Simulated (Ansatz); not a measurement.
Band structure of CsCd4As3 (P4/mmm, 8 atoms in the cell).

```
CELL_PARAMETERS angstrom
      4.54215     0.00000     0.00000
      0.00000     4.54215     0.00000
      0.00000     0.00000    10.94794
ATOMIC_POSITIONS crystal
  Cs 0.00000 0.00000 0.50000
  Cd 0.50000 0.00000 0.83880
  Cd 0.50000 0.00000 0.16120
  Cd 0.00000 0.50000 0.83880
  Cd 0.00000 0.50000 0.16120
  As 0.50000 0.50000 0.70311
  As 0.50000 0.50000 0.29689
  As 0.00000 0.00000 0.00000
```

Method: LDA (PW92), PAW files made with PBE (plane waves; Ansatz, a first-principles code).

Settings: kpoints.mp_grid.grid = 3 3 2; hamiltonian.xc = lda; hamiltonian.pseudopotentials = {kind: paw} (the program's default PAW files); scf.occupations.method = fermi_dirac; scf.occupations.width = 0.02 eV; kpoints.band_path.npoints = 8.

The starting cell comes from a database of computed structures (which also holds hypothetical and non-ambient phases and stackings), without a prior relaxation at this level. The run gives no clean gap (levels at the Fermi energy touch, overlap or are partly filled at this smearing), which alone does not show that the compound is a metal.

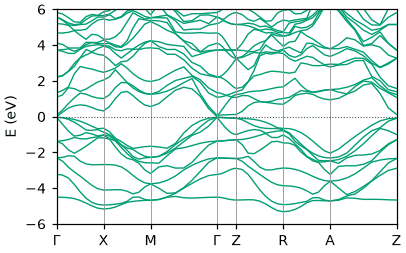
*Bands along the path, energies from the Fermi level.*

Levels in eV from the Fermi level, bands 64 to 71:
```json
[
 {"point": "Γ", "64": "-1.37", "65": "-0.04", "66": "-0.04", "67": "-0.03", "68": "0.01", "69": "0.09", "70": "1.09", "71": "1.34"},
 {"point": "X", "64": "-1.04", "65": "-1.02", "66": "-0.87", "67": "-0.65", "68": "0.32", "69": "1.01", "70": "2.05", "71": "2.48"},
 {"point": "M", "64": "-2.58", "65": "-2.28", "66": "-2.28", "67": "-1.66", "68": "0.56", "69": "1.25", "70": "1.25", "71": "1.96"},
 {"point": "Z", "64": "-1.29", "65": "-1.00", "66": "-0.09", "67": "-0.09", "68": "0.12", "69": "1.08", "70": "1.24", "71": "1.39"},
 {"point": "R", "64": "-1.02", "65": "-0.79", "66": "-0.74", "67": "-0.66", "68": "0.69", "69": "1.02", "70": "1.66", "71": "2.48"},
 {"point": "A", "64": "-2.47", "65": "-2.47", "66": "-2.31", "67": "-2.04", "68": "0.94", "69": "1.51", "70": "1.51", "71": "2.78"}
]
```

No band crosses the Fermi level by more than 0.03 eV along this path.

Keys are those of Ansatz 0.2.
